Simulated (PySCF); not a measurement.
C₅H₁₀BClS (SMILES CCSB/C=C(\C)Cl)

Input file:

```
{"job": {"kind": "nmr", "xc": "PBE0", "basis": "pcSseg-1"}, "charge": 0, "multiplicity": 1}
C      3.044757    -0.709945    -0.041551
C      2.665922     0.602378    -0.700169
S      1.262631     1.417592     0.164879
B     -0.148306     0.501171    -0.377526
C     -1.509366     0.918152     0.206501
C     -2.698616     0.353597    -0.026314
C     -3.008803    -0.809734    -0.900861
Cl    -4.115546     0.986871     0.763412
H      2.219027    -1.416870    -0.088056
H      3.903999    -1.144075    -0.549092
H      3.300849    -0.547234     1.002631
H      3.488445     1.314323    -0.648768
H      2.377944     0.459675    -1.740374
H      0.007825    -0.365491    -1.147584
H     -1.507960     1.759497     0.891250
H     -3.359307    -1.645656    -0.295598
H     -2.128069    -1.115620    -1.455036
H     -3.804184    -0.552315    -1.598922
```

Run with:

```sh
OMP_NUM_THREADS=1 python probes_run.py task.json out
```

Geometry: GFN2-xTB.

Level of theory: PBE0/pcSseg-1, SCF density, gas phase, non-relativistic (PySCF 2.14.0).

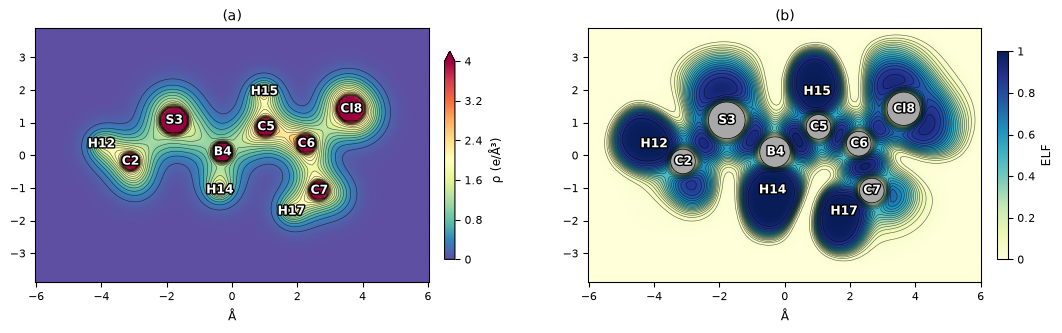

Figure 1. (a) total electron density; (b) electron localisation function on the plane of atoms C6, C5 and H15. Grey discs cover the atomic cores in the ELF map.

Q: What do the fields say about this system?

A:
- The plane passes through C, S, B, Cl and H nuclei.
- C–C (1.34 Å): the density is about 2.3 e/Å³ at the midpoint; the ELF peaks at about 0.95 between the atoms; a multiple bond.
- C–B (1.54 Å): the density is about 1.5 e/Å³ at the midpoint; the ELF peaks at about 0.95 between the atoms (localised, covalent bonding).
- C–Cl (1.74 Å): ρ at the midpoint is about 1.4 e/Å³; the ELF peaks at about 0.90 between the atoms (a covalent bond).
- B–S (1.77 Å): ρ at the midpoint is about 1.3 e/Å³; the ELF peaks at about 0.95 between the atoms: localised, covalent bonding.
- C–S (1.84 Å): ρ is about 1.2 e/Å³ halfway; the ELF peaks at about 0.90 between the atoms; localised, covalent bonding.
- The ELF also peaks beside Cl8 and S3, away from the bonds: lone-pair regions.

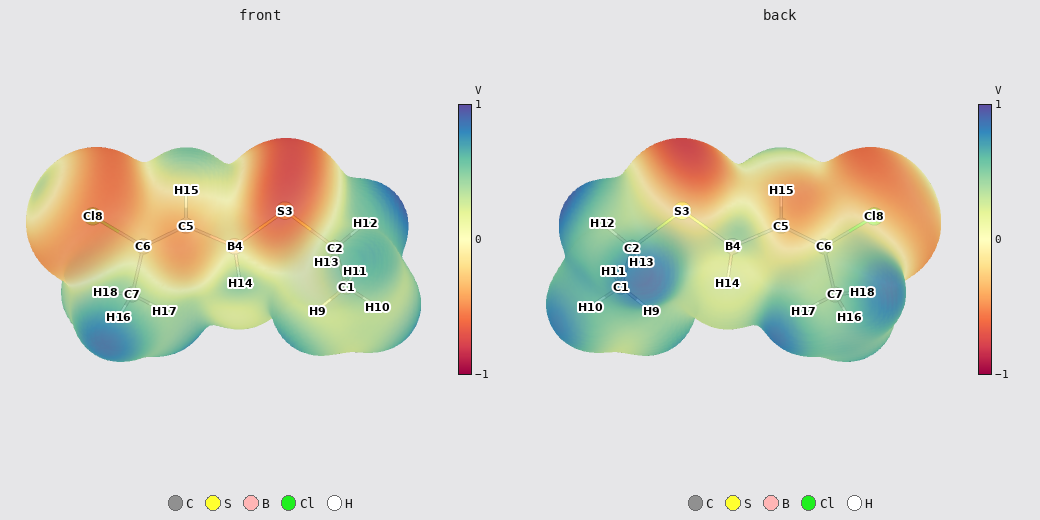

Figure 2. The molecular electrostatic potential painted on the density surface at 0.002 e/bohr³, seen from the front and from behind; the colour scale runs from red (negative) to blue (positive).

Q: Which sites attract a positive test charge, and which a negative one?

A: A positive charge is drawn to the negative regions and a negative charge to the positive ones. The most negative region (about −0.8 V) lies over S3, the most positive (about +0.9 V) over the H atoms. Cl8 shows a σ-hole: about +0.3 V at the tip opposite its bond, against about −0.5 V on its flanks.
